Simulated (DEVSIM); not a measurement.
System: abrupt InP p-n junction, at 300 K.

```tsv
layer (left to right)	material	thickness (μm)	Nd (cm⁻³)	Na (cm⁻³)	τn (s)	τp (s)
1	InP	0.180	-	8.4e15	5.1e-8	5.1e-8
2	InP	4.10	1e16	-	5.1e-8	5.1e-8
```

Left contact: ohmic. Right contact: ohmic. Voltage is applied to the left contact. Recombination: SRH at mid-gap. Mobility is μmin + (μ − μmin)/(1 + (N/Nref)^α).

Constants are typed, rounded textbook-type inputs, not results; the design itself was drawn at random and stands for no fabricated device. Values at 300 K.

```csv
parameter,InP
gap (eV),1.344
affinity (eV),4.38
permittivity,12.5
Nc (cm⁻³),5.7e17
Nv (cm⁻³),1.1e19
μn (cm²/Vs),5200
μp (cm²/Vs),170
"μn,min",400
"μp,min",10
"Nref,n",3e17
"Nref,p",4.9e17
αn,0.47
αp,0.62
```

DEVSIM, 1D drift-diffusion, Boltzmann statistics, complete ionisation; no tunnelling, impact ionisation, image-force lowering or self-heating.

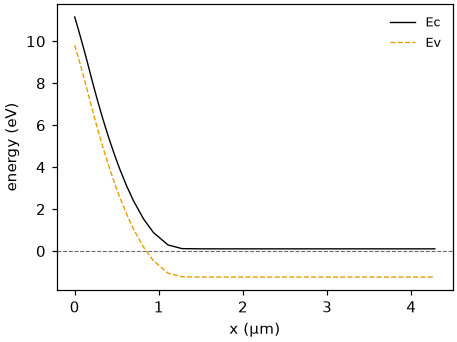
Fig. 1. Band edges at -10.0 V on the left contact

Energies count from the Fermi level of the right contact; mesh points crowd at the junctions.

```
x (μm)   Ec (eV)  Ev (eV)  n (cm⁻³)  p (cm⁻³)  field (V/cm)
-------  -------  -------  --------  --------  ------------
0.000     11.158    9.814     < 1e2    8.4e15       -130000
0.01710   10.927    9.583     < 1e2    1.1e12       -140000
0.04076   10.601    9.257     < 1e2   3600000       -140000
0.07883   10.062    8.718     < 1e2       510       -140000
0.1319     9.283    7.939     < 1e2       460       -150000
0.1579     8.887    7.543     < 1e2       440       -150000
0.1767     8.597    7.253     < 1e2       420       -160000
0.1984     8.260    6.916     < 1e2       420       -150000
0.2309     7.770    6.426     < 1e2       420       -150000
0.2827     7.019    5.675     < 1e2       410       -140000
0.3790     5.725    4.381     < 1e2       390       -130000
0.6173     3.103    1.759     < 1e2       330        -93000
0.9355     0.883   -0.461       890       130        -47000
1.527      0.105   -1.239    1.0e16     < 1e2           -11
2.740      0.105   -1.240    1.0e16     < 1e2           ≈ 0
3.415      0.105   -1.240    1.0e16     < 1e2           ≈ 0
3.778      0.105   -1.240    1.0e16     < 1e2           ≈ 0
4.005      0.105   -1.240    1.0e16     < 1e2           ≈ 0
4.160      0.105   -1.240    1.0e16     < 1e2           ≈ 0
4.219      0.105   -1.240    1.0e16     < 1e2           ≈ 0
4.256      0.105   -1.240    1.0e16     < 1e2           ≈ 0
4.280      0.105   -1.240    1.0e16     < 1e2           ≈ 0
```
